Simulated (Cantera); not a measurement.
Charge: 1 mol Ti(OiPr)4, 0.13 mol C3H8, 2.4 mol H2, at 1225 K.

Cantera equilibrium calculation (NASA polynomials, part measured and part estimated; ideal gas, pure solids and liquids). Candidate condensed phases: C, C6H6, C7H8, C8H18, H2O, Ti, TiC, TiO, TiO2, Ti2O3, Ti3O5, Ti4O7; 113 gas species. The feed counts by its element totals alone. Mutual solubility and eutectic melting of coexisting phases are not modelled. TiC: taken at fixed stoichiometry. Condensed phases not in the tables: Magnéli phases beyond Ti4O7. Rates play no part.

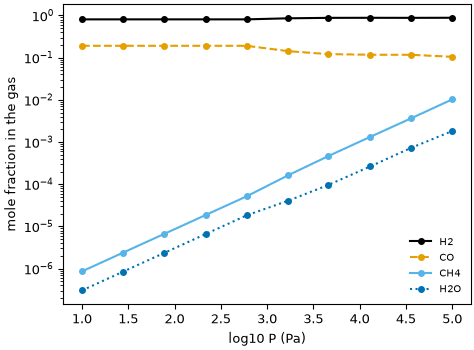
Equilibrium gas composition (values under 1e-9 drawn at 1e-9)

From 10.0 Pa to 6.00 mbar the condensed part is C(graphite) + TiC(s). At 17.0 mbar the condensed part is C(graphite) + TiC(s) + Ti3O5(s). At 46.0 mbar the condensed part is C(graphite) + Ti3O5(s). From 0.130 bar to 0.360 bar the condensed part is C(graphite) + Ti4O7(s). At 1.00 bar the condensed part is C(graphite) + TiO2(rutile).
